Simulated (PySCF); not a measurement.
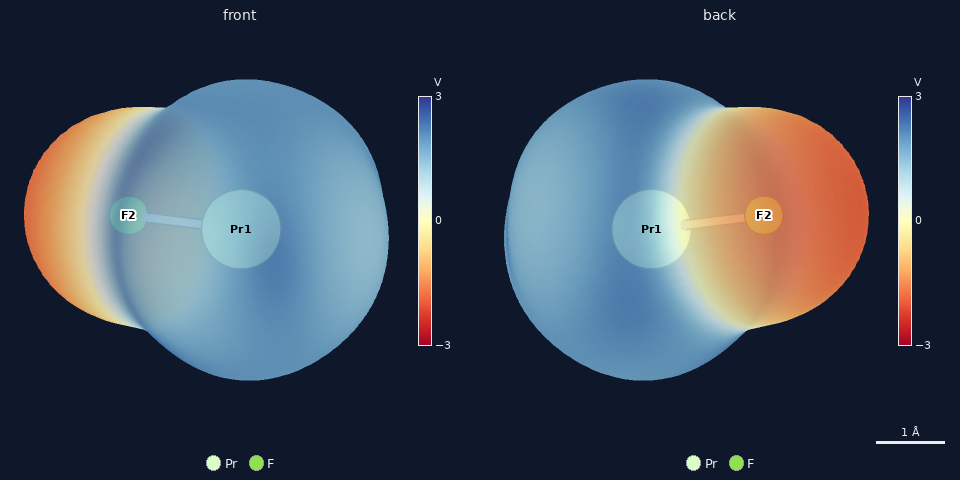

The picture shows: PrF (quintet). The molecular electrostatic potential painted on the density surface at 0.002 e/bohr³, seen from the front and from behind; red is negative and blue positive.

The calculation used PBE0/x2c-SVPall, spin-free X2C-1e, Gaussian nucleus, at a bond length of 2.066 Å in PySCF 2.14.0.

### Where is the surface potential most negative and most positive?

The most negative region (about −1.9 V) lies over F2, the most positive (about +2.2 V) over Pr1.
